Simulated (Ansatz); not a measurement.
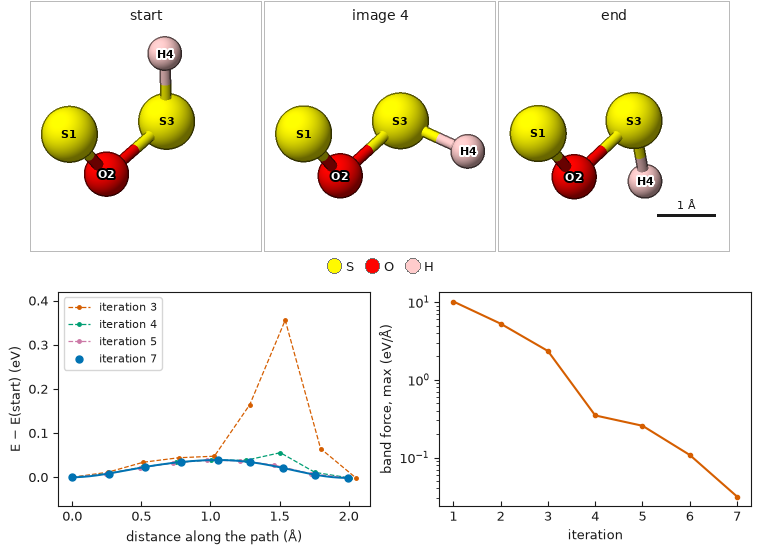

A nudged-elastic-band calculation for HS2O (multiplicity 2). Images are numbered from 0 (start) to 8 (end). The plot follows the band through its iterations. Style: ball-and-stick. Shown from a free direction.

All numbers below come from Ansatz 0.2.0, UKS B3LYP-D4/cc-pVDZ. Settings: 7 movable images; climbing image; force threshold 0.05 eV/Å; iteration limit 60; starting path through a guess of the saddle point.

**Did the band converge, and can the barrier be trusted?**

The result is final at these settings. The band converged in 7 iterations. The largest component of the band force went from 10 to 0.031 eV/Å. The climbing image converged on the top of the path. Its vibrational analysis gives one imaginary mode (107i cm⁻¹), as a transition state must have. The first iteration put the highest image at 2.018 eV. The barrier is about 0.039 eV in both directions, with image 4 at the top; the ends have nearly the same energy.

The run took 78 s on 1 thread of Intel(R) Xeon(R) 6975P-C (Granite Rapids) (shared host), peak memory 0.16 GiB.
